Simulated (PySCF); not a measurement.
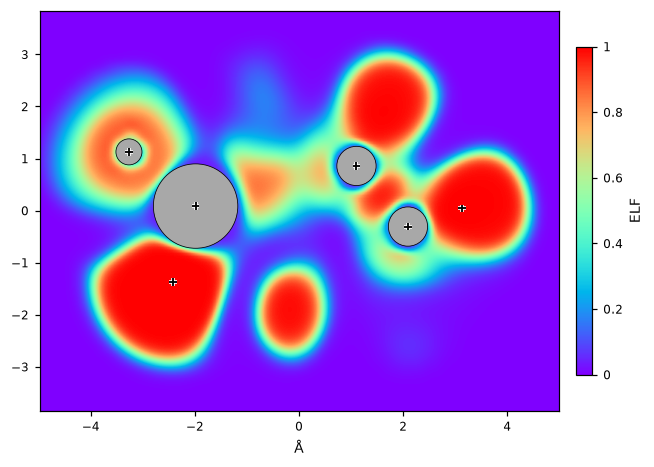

The ELF on a plane through atoms (crosses mark nuclei in the plane; grey discs cover the cores).

Theory: PySCF 2.14.0, PBE0/pcSseg-1, SCF density, gas phase, non-relativistic.

Candidates:
A. C3H7NSSi2 (SMILES [SiH3][SiH2]c1cncs1)
B. C5H11AlBF

> Which system is this?

Candidate B: C5H11AlBF on the plane of atoms F8, Al7 and H19, which holds C, Al, F and H. C–C (1.53 Å): the ELF peaks at about 0.95 between the atoms (localised, covalent bonding). Al–F (1.65 Å): the ELF peaks at about 0.85 in the valence shell of F, 0.5 Å from its nucleus, and is about 0.30 at the midpoint.
